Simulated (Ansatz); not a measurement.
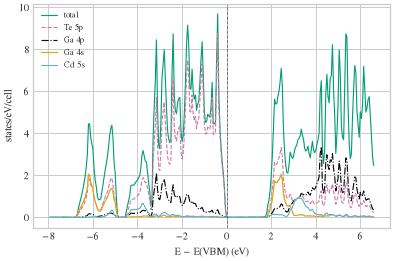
Total and projected density of states of CdGa2Te4 in space group I-4 (No. 82; Cd on 2a, Ga on 2d, Ga on 2b, Te on 8g), r²SCAN in the plane-wave PAW code Ansatz

Q: Which orbitals carry the states next to the gap?

A: Top 1 eV of the valence band: Te 5p 89 %. Bottom 1 eV of the conduction band: Te 5p 46 %, Ga 4s 30 %, Ga 4p 8 %, outside the projected shells 9 %. Projections are on Löwdin-orthogonalised atomic valence shells; empty p or d shells of many metals are not among them.

Q: Where is the tallest occupied peak in this window, and what makes it?

A: Near -0.4 eV, about 9.7 states/eV per cell; the largest projected share is Te 5p.

The first step of the workflow began from a Materials Project structure, measured or hypothetical; the Crystallography Open Database files this formula in space group No. 82, but the cells were not matched. Its standing as an ambient phase is unchecked. Symmetry was held in the r²SCAN relaxation; whether a distortion lowers the energy is not shown. Scalar-relativistic: spin–orbit coupling is off unless named, which matters more the heavier the elements.

Potentials: the later of the program's two PAW sets.
